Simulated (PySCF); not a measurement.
**CH4F2OSi (SMILES C[Si](O)(F)F): density, localisation and related maps**

The calculation's input:

```
{"job": {"kind": "nmr", "xc": "PBE0", "basis": "pcSseg-2"}, "charge": 0, "multiplicity": 1}
Si     0.420358     0.331248    -0.254355
C     -0.731028    -0.457520     0.935950
F      1.868321     0.595165     0.412418
F     -0.093410     1.803666    -0.680304
O      0.592767    -0.604487    -1.586999
H     -0.870838     0.184233     1.818297
H     -1.712021    -0.627665     0.468982
H     -0.333996    -1.426912     1.271323
H      1.201046    -0.311808    -2.272356
```

Run with:

```sh
OMP_NUM_THREADS=1 python cluster_run.py task.json out
```

Geometry: PBE0-D3(BJ)/def2-SVP.

Computed with PBE0/pcSseg-2, SCF density, gas phase, non-relativistic in PySCF.

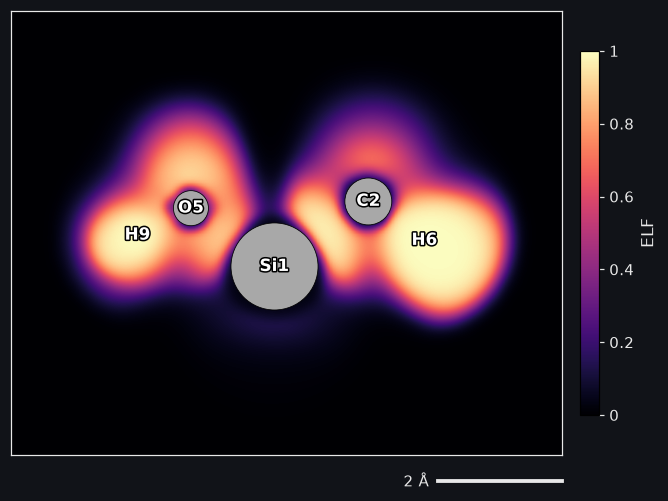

Figure 1. ELF on the plane of atoms C2, Si1 and O5. Grey discs cover the atomic cores.

> What does the map show?

- Atoms in the plane: Si, C, O and H.
- Si–O (1.64 Å): the ELF peaks at about 0.85 between the atoms: a shared but strongly polarised pair.
- C–Si (1.83 Å): the ELF peaks at about 0.95 between the atoms, as expected for a covalent bond.
- O–H (0.96 Å): the ELF climbs to about 1 towards the hydrogen, as it does in any bond to H (an ordinary covalent bond to hydrogen).
- C–H (1.10 Å): the ELF climbs to about 1 towards the hydrogen: an ordinary covalent bond to hydrogen.
- The ELF also peaks beside O5, away from the bonds: lone-pair regions.

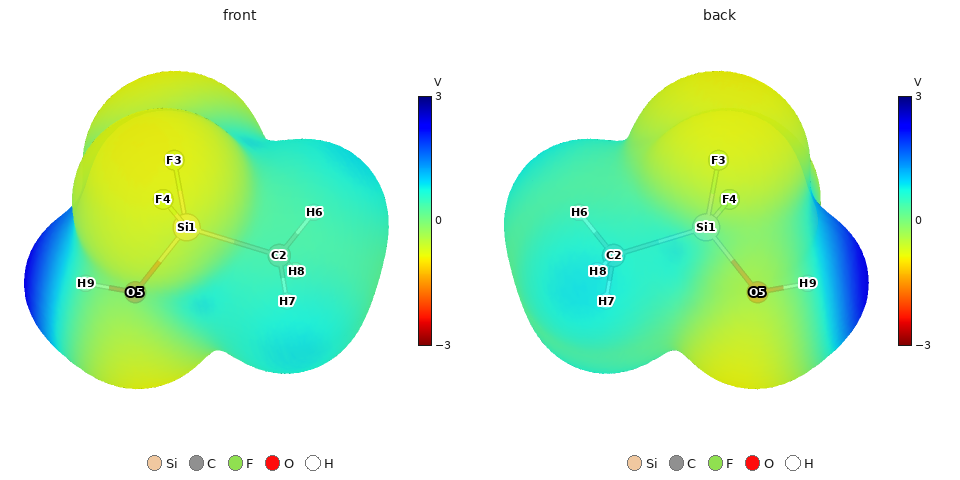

Figure 2. The molecular electrostatic potential painted on the density surface at 0.001 e/bohr³, seen from the front and from behind; the colour scale runs from red (negative) to blue (positive).

> Which sites attract a positive test charge, and which a negative one?

A positive charge is drawn to the negative regions and a negative charge to the positive ones. The most negative region (about −0.9 V, or −21 kcal/mol for a unit charge) lies over F3, F4 and O5, the most positive (about +2.3 V, or +53 kcal/mol for a unit charge) over H9.

> What dipole moment does the calculation give?

Its dipole moment is 1.24 D.
